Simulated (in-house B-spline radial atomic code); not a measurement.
# Run report: N⁶⁺, RPA and GW calculation

N⁶⁺, configuration 1s1. Computed at this level: RPA, second-order and SOSEX correlation energies and G0W0 (contour deformation) on a non-relativistic mean field, all electrons, B-spline basis (in-house B-spline radial atomic code).

**Input**
```
Z = 7
electrons = 1.0
configuration = 1s1
hamiltonian = nr
method = bhandhlyp
lmax = 9
spin_polarised = True
box_radius = 9.29
intervals = 43
ion_configuration = bare nucleus
```

Launched within a batch (the task file carries these settings):
```bash
python <driver script> task.json out
```

The program writes its results to a structured record and prints no log; tables and figures of this report are taken from that record.

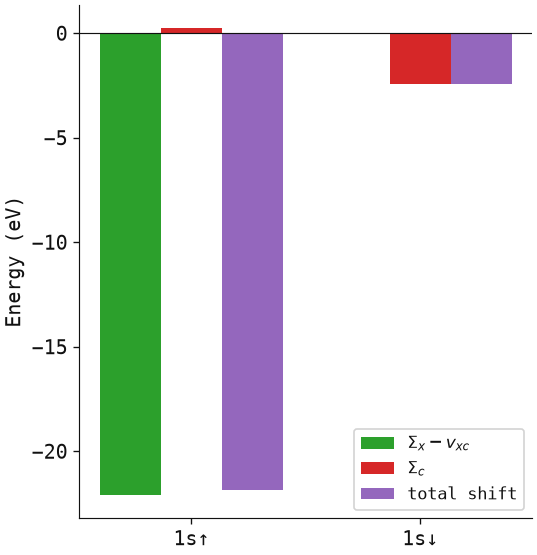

Parts of the G₀W₀ correction to each level for N⁶⁺ (1s). All-electron spherical atom, non-relativistic, BHandHLYP start, no spin-orbit coupling, Breit or QED terms; computed with a B-spline radial code. The quasi-particle equation is solved at full frequency; levels of low quasi-particle weight Z are left out. Σ columns are in eV, and Σc holds an estimate for the angular momenta beyond the basis. G₀W₀ moves the highest occupied level, 1s↑, from −644.6 to −666.4 eV (renormalisation factor Z = 1.00). The empty level 1s↓ goes from −549.3 to −551.7 eV.

```csv
Level,Mean field (eV),Σx − vxc (eV),Σc (eV),Z,G₀W₀ (eV)
1s↑,−644.6,−22.1,0.2,1.00,−666.4
1s↓,−549.3,0.0,−2.5,1.00,−551.7
```

**Key numbers**

- outcome: converged
- mean-field total energy: −24.49054 hartree
- total energy with exact exchange alone: −24.49985 hartree
- exact exchange energy: −2.18514 hartree
- RPA correlation, extrapolated in the angular momentum of the empty orbitals: −0.02217 hartree
- RPA correlation, as summed: −0.02215 hartree
- direct second-order term: −0.02256 hartree
- second-order exchange term: 0.02256 hartree
- SOSEX term: 0.02217 hartree
- hardware: 1 CPU thread, shared host

**Remarks**

Limits: one electron: RPA and GW hold self-correlation, the exact correlation energy is zero.
